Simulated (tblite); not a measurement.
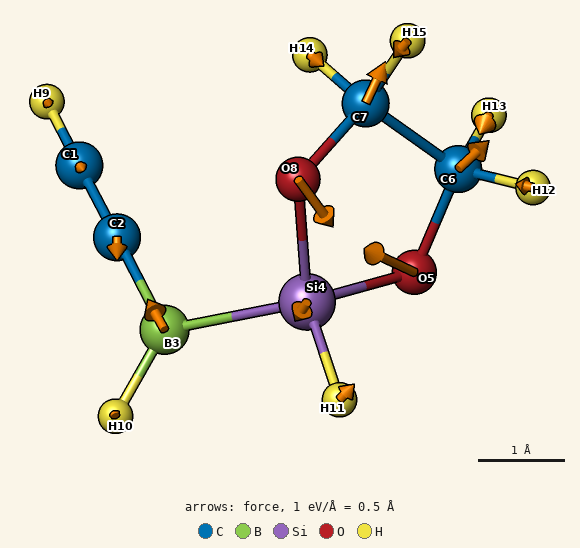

Starting geometry of C4H7BO2Si with the computed forces as orange arrows. The picture is a ball-and-stick view, seen at a tilt.

Theory: GFN2-xTB geometry optimisation, gas phase (tblite). 

Q: Is this structure relaxed? If not, where do the atoms go?

A: It isn't relaxed: the largest force vector, on O5, is 2.28 eV/Å. The final displacements have little in common with the starting forces (cosine between the two patterns 0.21). The energy falls by 0.411 eV in 103 geometry steps. The largest move after the best rigid fit is that of H14, 0.55 Å. By element the largest moves are H 0.55 Å, C 0.28 Å, O 0.22 Å, Si 0.16 Å, B 0.14 Å. Among the contacts that change: Si4–O5 1.720 → 1.655 Å, Si4–O8 1.696 → 1.657 Å, C2–B3 1.524 → 1.490 Å, C6–H13 1.123 → 1.092 Å. Among the angles between lasting bonds that change: Si4–O8–C7 102.8° → 112.2°, Si4–O5–C6 101.8° → 110.9°, B3–Si4–H11 111.9° → 119.4°.
